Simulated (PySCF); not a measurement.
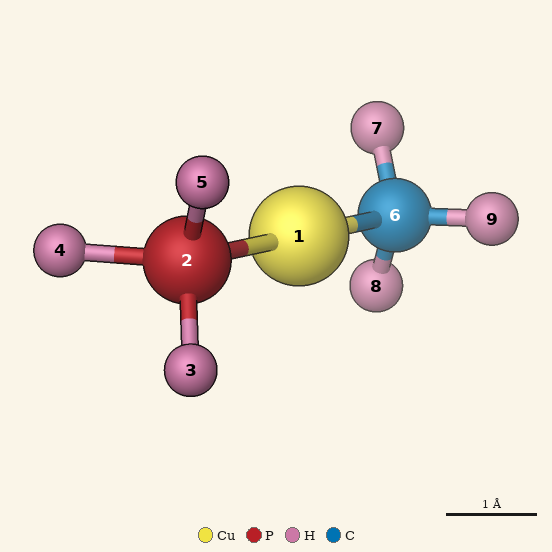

Orthographic view. Distant atoms are faded towards the background colour. Charge 0, singlet. The geometry was computed by an optimisation with PBE0-D3(BJ)/def2-SVP. No frequency run is at hand to confirm it as a minimum.

Write a Z-matrix (Å, degrees) in the order of the atom numbers, with these reference atoms: 2 to 1; 3 to 2, 1; 4 to 2, 3, 1; 5 to 2, 4, 3; 6 to 1, 4, 2; 7 to 6, 1, 4; 8 to 6, 7, 1; 9 to 6, 8, 7.

```
Cu 
P    1   2.219
H    2   1.421   1   120.0
H    2   1.421   3    97.3   1   130.5
H    2   1.421   4    97.3   3   -98.4
C    1   1.924   4   156.7   2   179.9
H    6   1.104   1   111.7   4    56.3
H    6   1.104   7   107.1   1   122.6
H    6   1.104   8   107.2   7  -114.7
```
